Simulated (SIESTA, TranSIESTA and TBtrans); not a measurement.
Junction: Fe chain with one S atom inserted. Leads: straight Fe chain, spacing 2.25 Å. Geometry: 3 atoms about the centre moved by SIESTA (PBE, DZP) to a largest force of 0.02 eV/Å, all others as built, motion along the axis alone.

TranSIESTA and TBtrans, PBE, DZP numerical orbitals (energy shift 0.15 eV), PseudoDojo norm-conserving scalar-relativistic potentials, mesh cutoff 200 Ry, 300 K, spin-polarised (collinear), no spin-orbit coupling; self-consistent non-equilibrium Green functions.

Energies count from the leads' Fermi level. Transmissions are for each spin. The energy step is 0.01 eV; narrower resonances are cut or missed.

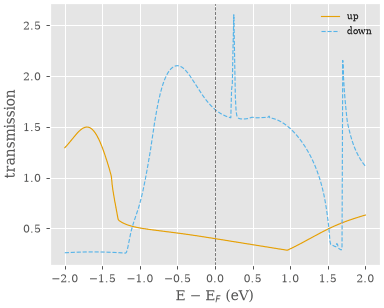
Figure. Transmission against energy

```
E (eV)  T up  T down  lead channels up       down
------  ----  ------  ----------------  ---------
-2.00   1.29    0.26                 4          1
-1.80   1.46    0.27                 4          1
-1.60   1.45    0.27                 4          1
-1.40   1.07    0.26                 4          1
-1.20   0.54    0.26                 1          1
-1.00   0.50    0.75                 1          3
-0.80   0.48    1.56                 1          4
-0.60   0.46    2.06                 1          4
-0.40   0.44    2.06                 1          4
-0.20   0.42    1.85                 1          4
0.00    0.40    1.67                 1          4
0.20    0.37    1.59                 1          4
0.40    0.35    1.58                 1  band edge
0.60    0.33    1.59                 1  band edge
0.80    0.30    1.58                 1          4
1.00    0.30    1.48                 3          4
1.20    0.37    1.30                 3          4
1.40    0.45    0.97                 3          4
1.60    0.53    0.32                 3          2
1.80    0.58    1.42                 3          3
2.00    0.63    1.11                 3          3
```

The magnetic order of the leads was set by the start, and no other order was tried; the separate lead runs end at 3.39 (left) and 3.39 (right) μB an atom. The straight chain is held at its spacing; free chains may zigzag or dimerise.
